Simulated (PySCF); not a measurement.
```yaml
atoms:
  - { symbol: C, position_ang: [-0.5715, -0.7221, -1.2783] }
  - { symbol: C, position_ang: [-0.1737, 0.1093, -0.0507] }
  - { symbol: C, position_ang: [0.5334, 1.3939, -0.5052] }
  - { symbol: Si, position_ang: [1.0763, -0.9310, 1.0035] }
  - { symbol: B, position_ang: [-1.3643, 0.3786, 0.9199] }
  - { symbol: F, position_ang: [-2.3771, -0.4600, 1.0808] }
  - { symbol: F, position_ang: [-1.4016, 1.4036, 1.7583] }
  - { symbol: H, position_ang: [0.3079, -1.0095, -1.8527] }
  - { symbol: H, position_ang: [-1.1018, -1.6238, -0.9814] }
  - { symbol: H, position_ang: [-1.2264, -0.1454, -1.9309] }
  - { symbol: H, position_ang: [-0.1199, 1.9776, -1.1533] }
  - { symbol: H, position_ang: [0.7998, 2.0133, 0.3480] }
  - { symbol: H, position_ang: [1.4398, 1.1606, -1.0618] }
  - { symbol: H, position_ang: [2.2044, -1.1910, 0.1054] }
  - { symbol: H, position_ang: [0.4529, -2.1863, 1.4212] }
  - { symbol: H, position_ang: [1.5143, -0.1588, 2.1657] }
```

Geometry: GFN2-xTB.

All numbers below come from PySCF, wB97X-D/def2-SVPD, SCF density, gas phase.

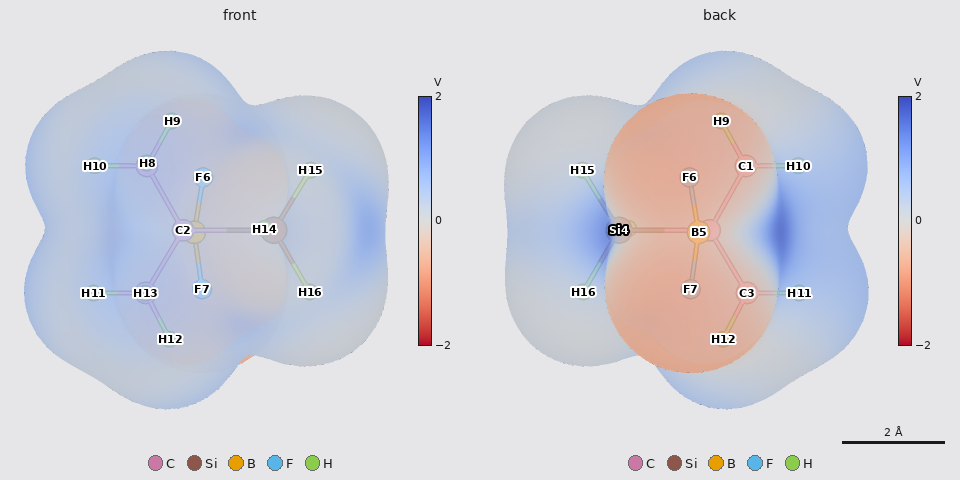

C3H9BF2Si (SMILES CC(C)([SiH3])B(F)F). The molecular electrostatic potential painted on the density surface at 0.001 e/bohr³, seen from the front and from behind; red is negative and blue positive.

**Which sites attract a positive test charge, and which a negative one?**

A positive charge is drawn to the negative regions and a negative charge to the positive ones. The most negative region (about −0.8 V) lies over F6 and F7, the most positive (about +1.5 V) over B5.
